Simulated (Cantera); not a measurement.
A closed system holds: 1 mol Si, 0.69 mol N2O, 290 mol N2, 0.0024 mol H2O, held at 17.0 mbar.

These are equilibrium values from Cantera (NASA tables, ideal gas, pure condensed phases), not measurements of a reactor. Candidate condensed phases: H2O, Si, SiO2, Si2N2O, Si3N4; 35 gas species. The tables' values for SiN are old estimates; treat these amounts as uncertain. The numbers say what is thermodynamically allowed, not how fast it happens.

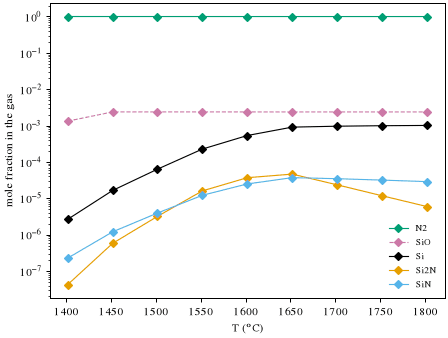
Figure. Equilibrium gas composition (values under 1e-9 drawn at 1e-9)

At 1402 °C the condensed part is Si2N2O(s). From 1452 °C to 1552 °C the condensed part is Si3N4(s). At 1602 °C the condensed part is Si(l). From 1652 °C to 1802 °C nothing is condensed. The main Si-bearing gas is SiO throughout.
